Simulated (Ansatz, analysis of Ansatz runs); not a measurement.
# Can an added hole hop between O atoms in Na2WO4 (Fd-3m)?, part 2 of 3

Aim: the energy barrier that a trapped hole meets when it moves from one O atom to another one nearby in Na2WO4 (Fd-3m). The model is a cell of 56 host atoms.

Ansatz 0.2.0; plane-wave PAW DFT, PBEsol+U; relaxation of all atoms of a supercell at fixed charge in a uniform background; PAW set soft_1.

So far. Step 2 (The cell without the carrier): The largest displacement from an ideal site is 0.013 Å.

## (3) The hole on the first site

The nearest neighbour or neighbours of the site start displaced and the site's starting moment is changed by the carrier's spin, since a carrier doesn't trap itself in the undistorted lattice.

The input, A.relax/input.yaml:

```yaml
crystal:
  lattice:
    - [9.10882359, 0.0, 0.0]
    - [0.0, 9.10882359, 0.0]
    - [0.0, 0.0, 9.10882359]
  atoms:
    - { symbol: Na, position: [0.124922, 0.375587, 0.375163] }
    - { symbol: Na, position: [0.124986, 0.875433, 0.875339] }
    - { symbol: Na, position: [0.624888, 0.375243, 0.87506] }
    - { symbol: Na, position: [0.624705, 0.875308, 0.374925] }
    - { symbol: Na, position: [0.374975, 0.12566, 0.375173] }
    - { symbol: Na, position: [0.375201, 0.625569, 0.87512] }
    - { symbol: Na, position: [0.875055, 0.125508, 0.874873] }
    - { symbol: Na, position: [0.874825, 0.625744, 0.375092] }
    - { symbol: Na, position: [0.374755, 0.375511, 0.124942] }
    - { symbol: Na, position: [0.374825, 0.875782, 0.625217] }
    - { symbol: Na, position: [0.87473, 0.375845, 0.624974] }
    - { symbol: Na, position: [0.874958, 0.875796, 0.125192] }
    - { symbol: Na, position: [0.124778, 0.125573, 0.12523] }
    - { symbol: Na, position: [0.125009, 0.62543, 0.62524] }
    - { symbol: Na, position: [0.62502, 0.125589, 0.6249] }
    - { symbol: Na, position: [0.62502, 0.625449, 0.12496] }
    - { symbol: W, position: [0.24983, 0.25051, 0.750155] }
    - { symbol: W, position: [0.249829, 0.750525, 0.250319] }
    - { symbol: W, position: [0.749863, 0.250487, 0.250032] }
    - { symbol: W, position: [0.749762, 0.750592, 0.750185] }
    - { symbol: W, position: [-0.000218, 0.000542, 0.500323] }
    - { symbol: W, position: [-0.000165, 0.500646, 3.3e-05] }
    - { symbol: W, position: [0.499769, 0.000567, 0.00031] }
    - { symbol: W, position: [0.512476, 0.512998, 0.512588] }
    - { symbol: O, position: [0.362435, 0.137938, 0.63762] }
    - { symbol: O, position: [0.36237, 0.638008, 0.137702] }
    - { symbol: O, position: [0.862521, 0.137907, 0.137533] }
    - { symbol: O, position: [0.862312, 0.638002, 0.637608] }
    - { symbol: O, position: [0.137234, 0.363047, 0.63758] }
    - { symbol: O, position: [0.137157, 0.863111, 0.137847] }
    - { symbol: O, position: [0.637353, 0.363028, 0.137409] }
    - { symbol: O, position: [0.637172, 0.863175, 0.63767] }
    - { symbol: O, position: [0.137279, 0.137997, 0.862824] }
    - { symbol: O, position: [0.137329, 0.637842, 0.362826] }
    - { symbol: O, position: [0.637293, 0.137958, 0.362652] }
    - { symbol: O, position: [0.637168, 0.637985, 0.862709] }
    - { symbol: O, position: [0.362372, 0.363175, 0.86266] }
    - { symbol: O, position: [0.362404, 0.863114, 0.362896] }
    - { symbol: O, position: [0.862389, 0.363122, 0.362593] }
    - { symbol: O, position: [0.862349, 0.8631, 0.862819] }
    - { symbol: O, position: [0.387177, 0.113167, 0.112842] }
    - { symbol: O, position: [0.387298, 0.612912, 0.61252] }
    - { symbol: O, position: [0.887133, 0.113053, 0.612911] }
    - { symbol: O, position: [0.887276, 0.613183, 0.11264] }
    - { symbol: O, position: [0.112385, 0.388027, 0.112564] }
    - { symbol: O, position: [0.112453, 0.888071, 0.612862] }
    - { symbol: O, position: [0.612365, 0.387799, 0.612602] }
    - { symbol: O, position: [0.612309, 0.888006, 0.112904] }
    - { symbol: O, position: [0.11227, 0.113135, 0.387738] }
    - { symbol: O, position: [0.112414, 0.613246, 0.887509] }
    - { symbol: O, position: [0.612289, 0.113106, 0.887707] }
    - { symbol: O, position: [0.61245, 0.612968, 0.387425] }
    - { symbol: O, position: [0.387231, 0.387828, 0.387372], spin: 1.0 }
    - { symbol: O, position: [0.387223, 0.887942, 0.887739] }
    - { symbol: O, position: [0.887204, 0.38815, 0.88742] }
    - { symbol: O, position: [0.887233, 0.887894, 0.387768] }
total_charge: 1
basis:
  ecutwfc: 420
  xc_grid: 2
hamiltonian:
  xc: pbesol
  hubbard:
    sites: [{ species: O, l: p, u_eff: 7.0 }]
    projectors: ortho-atomic
  pseudopotentials: { kind: paw, azcp: { folder: soft_1 }, xc_functional: pbe }
kpoints:
  mp_grid: { grid: [1, 1, 1] }
magnetization:
  spin_polarized: true
  initial_magnetization: 1
  spin_locking: { lock_magnetization: hard }
scf:
  occupations: { method: fermi_dirac, width: 0.01 }
  max_iter: 120
  lower_state_search: "off"
output:
  forces: true
relax:
  f_tol: 0.015
  max_steps: 70
  escape_saddle: false
checkpoint:
  write: "../A.relax.run"
  compress: false
  write_wavefunctions: true
  write_every: 100000
```

The run is started by

```bash
> ansatz run input.yaml --threads 8 --pin off --max-ram 18841MiB --backend cpu --events-out ev --progress --plain --runs-dir out
```

Numbers of over 12 decimals in the logs are rounded to 6 here.

The program printed:

```text
[...]
Crystal: 56 atoms, lattice volume = 755.765 Å³
Basis set: ecut = 420 eV, 14771 PW (Γ), exchange–correlation on 128×128×128 points (8 copies of the dense FFT grid, shifted against one another)
Bands: 280, of which v1, the nominal top of the filled ones, is band 224 counted from 1 (223 counted from 0)
Symmetry: 1 space group operations
[...]
k-points: 1
[...]
Starting moments: Σ|m| = 1 μB on 1 of 56 sites
[...]
SCF iter   1: F=—  HF=-123615.697344 eV  |F-HF|=—  |Δ(HF+E_count)|=         —  Δρ=6.66e-2 (↑6.65e-2 ↓6.66e-2)  dr2=2.17e2  dr2_m=8.52e-2  M=1.000 μB ∫|m|=1.164 μB  β_m=0.30  ethr=3.10e-3  ⟨swp⟩=6.0  Hψ=1932  notcnv=0
[...]
spin=Collinear: Kerker preconditioning applied to the charge; magnetization (m = ρ↑ − ρ↓) channel mixes plain (no charge-response kernel on spin).
SCF iter   2: F=—  HF=-123598.539860 eV  |F-HF|=—  |Δ(HF+E_count)|=    1.72e1  Δρ=4.39e-2 (↑4.30e-2 ↓4.39e-2)  dr2=1.18e2  dr2_m=1.66e-1  M=1.000 μB ∫|m|=1.188 μB  β_m=0.57  ethr=3.10e-3  ⟨swp⟩=3.0  Hψ=1023  notcnv=0  defer=98
[...]
SCF iter  12: F=-123570.945211 eV  HF=-123570.945211 eV  |F-HF|=3.26e-7  |Δ(HF+E_count)|=   2.27e-6  Δρ=7.67e-6 (↑7.67e-6 ↓5.66e-6)  dr2=7.38e-7  dr2_m=1.01e-7  M=1.000 μB ∫|m|=1.228 μB  ethr=2.38e-10  ⟨swp⟩=1.0  Hψ=1430  notcnv=0
SCF 1 converged in 12 iterations: F = -123570.945211 eV  dr2 = 7.38e-7
[...]
relax step   1: F+E_penalty+E_count = -123570.94521106 eV  Δ(F+E_penalty+E_count) = +0.000e0 eV  max|allowed force component| = 1.676e0 eV/Å  Δτ_max = 0.0000 Å  (12 SCF iters, dr2 threshold 5.63e-6 eV, accepted)
[...]
relax step   2: F+E_penalty+E_count = -123571.37085739 eV  Δ(F+E_penalty+E_count) = -4.256e-1 eV  max|allowed force component| = 7.221e-1 eV/Å  Δτ_max = 0.1255 Å  (6 SCF iters, dr2 threshold 1.00e-4 eV, accepted)
relax step   3: F+E_penalty+E_count = -123571.44521791 eV  Δ(F+E_penalty+E_count) = -7.436e-2 eV  max|allowed force component| = 1.823e-1 eV/Å  Δτ_max = 0.0254 Å  (6 SCF iters, dr2 threshold 3.26e-5 eV, accepted)
relax step   4: F+E_penalty+E_count = -123571.46245687 eV  Δ(F+E_penalty+E_count) = -1.724e-2 eV  max|allowed force component| = 4.719e-2 eV/Å  Δτ_max = 0.0318 Å  (7 SCF iters, dr2 threshold 2.12e-6 eV, accepted)
relax step   5: F+E_penalty+E_count = -123571.46381116 eV  Δ(F+E_penalty+E_count) = -1.354e-3 eV  max|allowed force component| = 1.822e-2 eV/Å  Δτ_max = 0.0103 Å  (22 SCF iters, accepted)
SCF iter   1: F=—  HF=-123571.462370 eV  |F-HF|=—  |Δ(HF+E_count)|=         —  Δρ=2.75e-4 (↑1.85e-4 ↓2.75e-4)  dr2=6.38e-4  dr2_m=8.03e-5  M=1.000 μB ∫|m|=1.221 μB  β_m=0.30  ethr=1.74e-6  ⟨swp⟩=4.0  Hψ=1131  notcnv=0  defer=104
[...]
SCF iter  21: F=-123571.464022 eV  HF=-123571.464022 eV  |F-HF|=1.56e-9  |Δ(HF+E_count)|=   2.70e-8  Δρ=4.35e-7 (↑1.75e-7 ↓4.35e-7)  dr2=6.56e-10  dr2_m=3.89e-10  M=1.000 μB ∫|m|=1.220 μB  ethr=1.91e-12  ⟨swp⟩=1.0  Hψ=1382  notcnv=0
SCF 6 converged in 21 iterations: F = -123571.464022 eV  dr2 = 6.56e-10
relax step   6: F+E_penalty+E_count = -123571.46402209 eV  Δ(F+E_penalty+E_count) = -2.109e-4 eV  max|allowed force component| = 1.064e-2 eV/Å  Δτ_max = 0.0042 Å  (21 SCF iters, accepted)
NSCF: frozen V_eff on 1 k-points
[...]
SCF converged after 21 iterations
Stability checked in part: among states of this total moment the steps that led to this state did not find it unstable. No probe was made; neither looks for a lower state of another moment (fixed_total_moment; see scf.lower_state_search)
Magnetization: 1.0000 μB (224.0000 up, 223.0000 down)
Absolute magnetization: 1.2204 μB (∫|ρ↑−ρ↓|, with the PAW one-centre terms)
[...]
Per-site moments (μB) at R_I (Å): [(0.000781446, 0.944385), (-3.342588326209022e-7, 0.984303), (2.241880687348274e-5, 0.974536), [... 53 left out ...]
Free energy (F): -123571.464022 eV
[...]
Internal energy: -123571.464022 eV  (E = F + TS)
E sigma→0 (E₀):  -123571.464022 eV
Fermi energy:    3.758393 (↑ 4.718488, ↓ 3.755845) eV
[...]
--- Forces (eV/Å), atoms counted from 1 ---
  atom   1  Na    -0.00095876    -0.00274932     0.00175069
  atom   2  Na     0.00033554    -0.00027719    -0.00060663
  [... 2 atoms left out ...]
  atom   5  Na    -0.00319028     0.00201474     0.00275950
  [... 3 atoms left out ...]
  atom   9  Na     0.00096046     0.00223996     0.00650390
  [... 5 atoms left out ...]
  atom  15  Na    -0.00190058     0.00051918    -0.00052990
  [... 3 atoms left out ...]
  atom  19  W      0.00466586     0.00203283    -0.01063962
  [... 4 atoms left out ...]
  atom  24  W      0.00568402    -0.00126280    -0.00543307
  [... 6 atoms left out ...]
  atom  31  O      0.00367385    -0.00284912     0.00282414
  [... 3 atoms left out ...]
  atom  35  O     -0.00731139     0.00058165     0.00466289
  [... 5 atoms left out ...]
  atom  41  O     -0.00081902     0.00101967     0.00215486
  [... 5 atoms left out ...]
  atom  47  O      0.00138251    -0.00266935    -0.00144106
  [... 5 atoms left out ...]
  atom  53  O      0.00009899     0.00112192     0.00118175
  [... 3 atoms left out ...]
  max |Σ_I F_I| component: 1.26e-4 eV/Å
--- Band table (eV) ---
[...]
Occupation matrices written to <dir>
--- Relaxed structure (6 steps of the walk, 6 accepted, 0 SCFs on fresh bases) ---
  F+E_penalty+E_count = -123571.46402209 eV   max|allowed force component| = 1.064e-2 eV/Å
  atoms:
    - { symbol: Na, position: [0.106190, 0.370748, 0.367599] }
    - { symbol: Na, position: [0.124812, 0.876178, 0.875289] }
    [... 2 atoms left out ...]
    - { symbol: Na, position: [0.370198, 0.109482, 0.371666] }
    [... 3 atoms left out ...]
    - { symbol: Na, position: [0.367323, 0.371948, 0.107327] }
    [... 5 atoms left out ...]
    - { symbol: Na, position: [0.628153, 0.121080, 0.628819] }
    [... 3 atoms left out ...]
    - { symbol: W, position: [0.743967, 0.252695, 0.253068] }
    [... 4 atoms left out ...]
    - { symbol: W, position: [0.509143, 0.505837, 0.507667] }
    [... 6 atoms left out ...]
    - { symbol: O, position: [0.626857, 0.367106, 0.146297] }
    [... 3 atoms left out ...]
    - { symbol: O, position: [0.630915, 0.142575, 0.367702] }
    [... 5 atoms left out ...]
    - { symbol: O, position: [0.385565, 0.113739, 0.113092] }
    [... 5 atoms left out ...]
    - { symbol: O, position: [0.618768, 0.394675, 0.617909] }
    [... 5 atoms left out ...]
    - { symbol: O, position: [0.385530, 0.382549, 0.384451] }
    [... 3 atoms left out ...]
```

Elapsed: 45 s, on 8 threads of Arm Neoverse V2, shared host; peak memory 1.5 GiB.

Relaxation path:

| step | energy less that of the first step (eV) | largest force component (eV/Å) |
| --- | --- | --- |
| 1 | 0.0000 | 1.6763 |
| 2 | -0.4256 | 0.7221 |
| 3 | -0.5000 | 0.1823 |
| 4 | -0.5172 | 0.0472 |
| 5 | -0.5186 | 0.0182 |
| 6 | -0.5188 | 0.0106 |

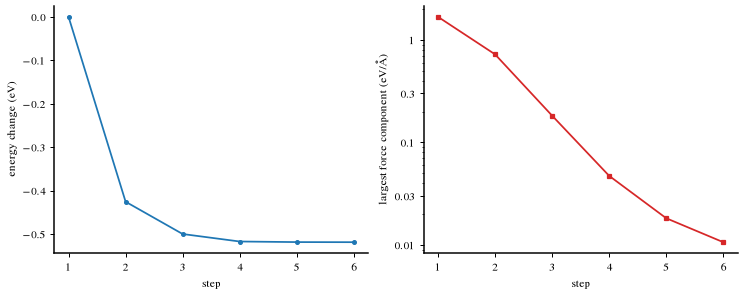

Energy and largest force along the relaxation.

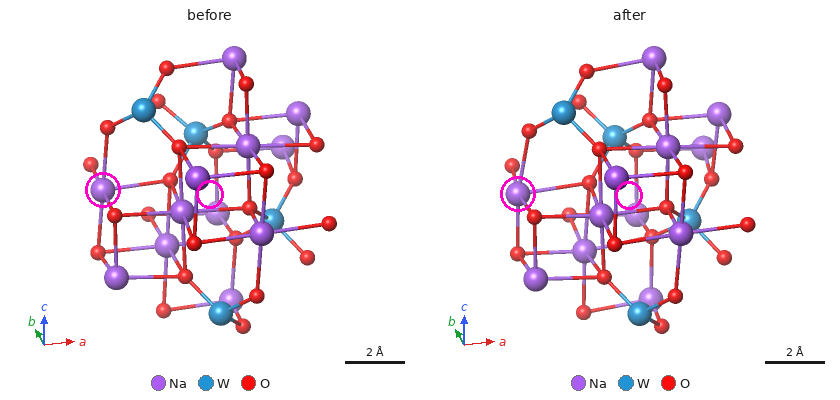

Before and after: the atoms that start within 5 Å of the centre. Na1, which moves most, is ringed if it is among them. A ring with no atom in it marks the empty centre.

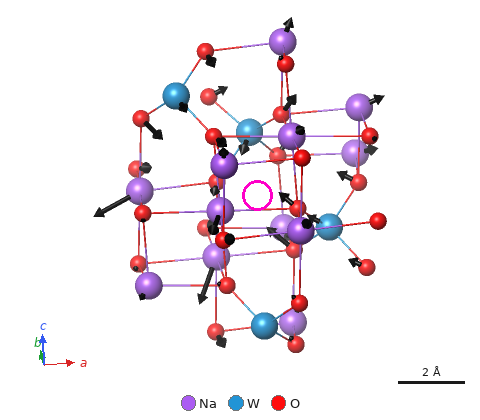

Displacements in the relaxation near the centre, exaggerated; the longest in the cell stands for 0.19 Å. A ring marks the centre wherever it is empty.

The atoms that moved most (Å):

```
atom      dx      dy      dz  length
 Na1  -0.171  -0.044  -0.069   0.189
 Na9  -0.068  -0.032  -0.160   0.177
 Na5  -0.044  -0.147  -0.032   0.157
 O31  -0.096   0.037   0.081   0.131
 O29   0.079   0.032  -0.097   0.129
 O47   0.058   0.063   0.048   0.098
 O35  -0.058   0.042   0.046   0.085
 W24  -0.030  -0.065  -0.045   0.085
```

The moves above count from the input, in which the site's nearest neighbours were already displaced; the distances below compare with the cell without the carrier.

Distances from O53 without and with the hole:

```csv
atom,without (Å),with (Å)
W24,1.78,1.95
Na5,2.39,2.49
Na1,2.39,2.55
Na9,2.40,2.53
```

The largest changes of the moments are 0.78 μB on O53, 0.06 μB on O42 and 0.03 μB on O52. The largest part sits on the chosen site.

## (4) The hole on the second site

The same start is made on the second site, to get the end of the hop.

The input, B.relax/input.yaml:

```yaml
crystal:
  lattice:
    - [9.10882359, 0.0, 0.0]
    - [0.0, 9.10882359, 0.0]
    - [0.0, 0.0, 9.10882359]
  atoms:
    - { symbol: Na, position: [0.124922, 0.375587, 0.375163] }
    - { symbol: Na, position: [0.124986, 0.875433, 0.875339] }
[... 2 atom lines left out ...]
    - { symbol: Na, position: [0.374975, 0.12566, 0.375173] }
[... 13 atom lines left out ...]
    - { symbol: W, position: [0.762488, 0.263112, 0.237406] }
[... 4 atom lines left out ...]
    - { symbol: W, position: [0.49985, 0.500373, 0.499962] }
[... 10 atom lines left out ...]
    - { symbol: O, position: [0.637293, 0.137958, 0.362652], spin: 1.0 }
[... 11 atom lines left out ...]
    - { symbol: O, position: [0.612365, 0.387799, 0.612602] }
[... 5 atom lines left out ...]
    - { symbol: O, position: [0.387231, 0.387828, 0.387372] }
[... 2 atom lines left out ...]
    - { symbol: O, position: [0.887233, 0.887894, 0.387768] }
total_charge: 1
basis:
  ecutwfc: 420
  xc_grid: 2
hamiltonian:
  xc: pbesol
  hubbard:
    sites: [{ species: O, l: p, u_eff: 7.0 }]
    projectors: ortho-atomic
  pseudopotentials: { kind: paw, azcp: { folder: soft_1 }, xc_functional: pbe }
kpoints:
  mp_grid: { grid: [1, 1, 1] }
magnetization:
  spin_polarized: true
  initial_magnetization: 1
  spin_locking: { lock_magnetization: hard }
scf:
  occupations: { method: fermi_dirac, width: 0.01 }
  max_iter: 120
  lower_state_search: "off"
output:
  forces: true
relax:
  f_tol: 0.015
  max_steps: 70
  escape_saddle: false
checkpoint:
  write: "../B.relax.run"
  compress: false
  write_wavefunctions: true
  write_every: 100000
```

The program printed:

```text
[...]
Crystal: 56 atoms, lattice volume = 755.765 Å³
Basis set: ecut = 420 eV, 14771 PW (Γ), exchange–correlation on 128×128×128 points (8 copies of the dense FFT grid, shifted against one another)
Bands: 280, of which v1, the nominal top of the filled ones, is band 224 counted from 1 (223 counted from 0)
Symmetry: 1 space group operations
[...]
k-points: 1
[...]
Starting moments: Σ|m| = 1 μB on 1 of 56 sites
[...]
SCF iter   1: F=—  HF=-123615.702346 eV  |F-HF|=—  |Δ(HF+E_count)|=         —  Δρ=6.66e-2 (↑6.65e-2 ↓6.66e-2)  dr2=2.17e2  dr2_m=8.51e-2  M=1.000 μB ∫|m|=1.164 μB  β_m=0.30  ethr=3.10e-3  ⟨swp⟩=6.0  Hψ=1934  notcnv=0
[...]
F+E_penalty+E_count = -123571.46398875 eV   max|allowed force component| = 9.813e-3 eV/Å
  atoms:
    - { symbol: Na, position: [0.132093, 0.378449, 0.375113] }
    - { symbol: Na, position: [0.124967, 0.875511, 0.874502] }
[...]
- { symbol: Na, position: [0.356993, 0.118010, 0.378778] }
[...]
- { symbol: Na, position: [0.370279, 0.377538, 0.121854] }
[...]
- { symbol: Na, position: [0.621337, 0.120958, 0.641195] }
[...]
- { symbol: W, position: [0.757440, 0.259759, 0.244855] }
[...]
- { symbol: W, position: [0.502775, 0.494673, 0.497991] }
[...]
- { symbol: O, position: [0.643909, 0.367892, 0.135560] }
[...]
- { symbol: O, position: [0.634196, 0.136186, 0.368159] }
    [... 5 atoms left out ...]
    - { symbol: O, position: [0.391054, 0.116370, 0.118716] }
    [... 5 atoms left out ...]
    - { symbol: O, position: [0.617399, 0.381681, 0.608175] }
    [... 5 atoms left out ...]
    - { symbol: O, position: [0.396018, 0.377525, 0.383597] }
    [... 3 atoms left out ...]
[key lines of the parts left out:]
SCF converged after 21 iterations
Magnetization: 1.0000 μB (224.0000 up, 223.0000 down)
Free energy (F): -123571.463989 eV
Fermi energy:    3.758248 (↑ 4.718680, ↓ 3.755701) eV
```

The job ended after 43 s (8 threads; peak memory 1.5 GiB; 5.3 min of CPU time).

Distances from O35 without and with the hole:

```
atom  without (Å)  with (Å)
 W19         1.78      1.95
Na15         2.39      2.49
 Na5         2.39      2.53
 Na4         2.40      2.55
```

The largest changes of the moments are 0.78 μB on O35, 0.06 μB on O27 and 0.03 μB on O31. The largest part sits on the chosen site.

(Part 2 of 3 ends here.)

[Logs are printed without paths, hosts, clocks, repeated set-up lines and the standing remarks that a program may print on its own settings, such as how far it seeks lower states.]

[Hosts, paths, dates, database ids (printed as entryN), source tags and the programs' standing remarks are cut or masked in the printed files.]
